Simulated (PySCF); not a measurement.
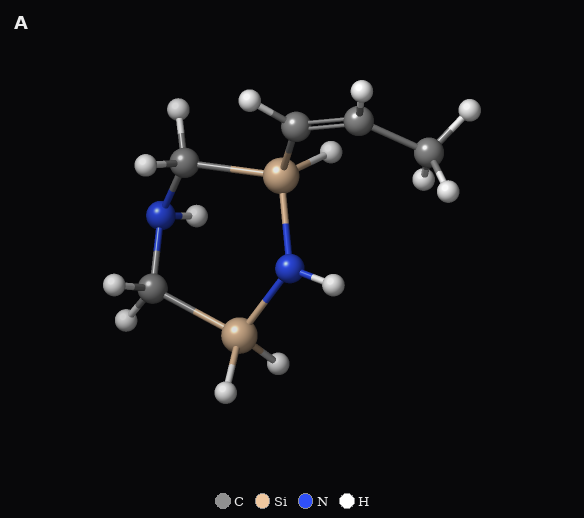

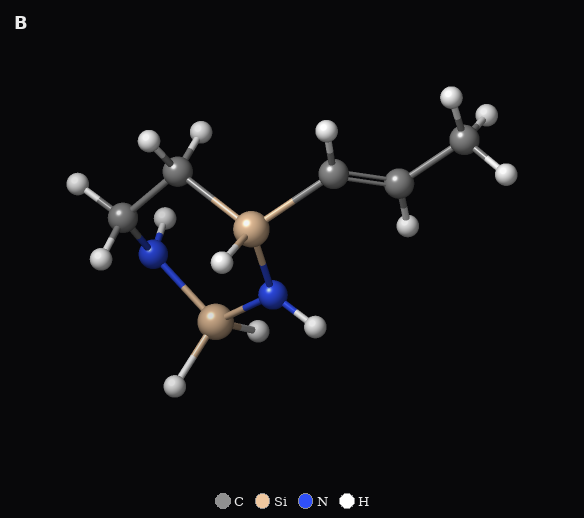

2 stationary structures of one formula. Geometries: GFN2-xTB. Electronic energies: PBE0/pcSseg-1 (PySCF 2.14.0), without zero-point energy. No frequency run is at hand to confirm each as a minimum. Each is one conformer, not always the lowest.

### How are they related?

They are constitutional isomers of C5H14N2Si2: A `C/C=C\[Si@@H]1CNC[SiH2]N1`, B `C/C=C/[Si@H]1CCN[SiH2]N1`.

### Which structure is the most stable?

B is lowest; A lies 1.157 eV above it.

The geometry is semi-empirical. Around Si such bond lengths and angles can be off by a tenth of an ångström or more and by several degrees, and values that hang on the shape move with them.
